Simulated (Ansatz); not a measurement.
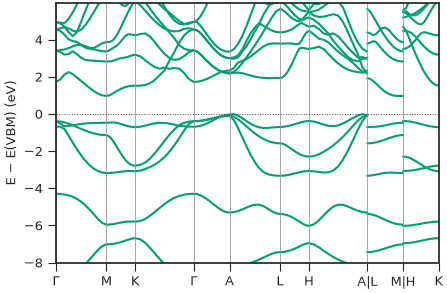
Fig. 1. Band structure from r²SCAN in the plane-wave PAW code Ansatz

The gap is 0.96 eV; an edge lies off the plotted path or next to a special point (maximum on the H–A line, 94 % of the way from H, minimum off the standard path).

Q: Which compound is it?
A. BaMg2As2, P-3m1 (Ba on 1a, Mg on 2d, As on 2d)
B. BaAlSiH, P3m1 (Ba on 1a, Al on 1c, Si on 1b, H on 1c)
C. ZnCdO2, P3m1 (Zn on 1a, Cd on 1c, O on 1c, O on 1a)
D. BaMg2P2, P-3m1 (Ba on 1a, Mg on 2d, P on 2d)

A: B, BaAlSiH, P3m1 (Ba on 1a, Al on 1c, Si on 1b, H on 1c)

The workflow started from a Materials Project entry (that database holds measured and hypothetical structures alike); the Crystallography Open Database copy checked does not list it. Its standing as an ambient phase is unchecked. The cell was relaxed with r²SCAN under the symmetry of its start; whether a distortion lowers the energy is not shown. Scalar-relativistic: spin–orbit coupling is off unless named, which matters more the heavier the elements.

Potentials: the later of the program's two PAW sets.
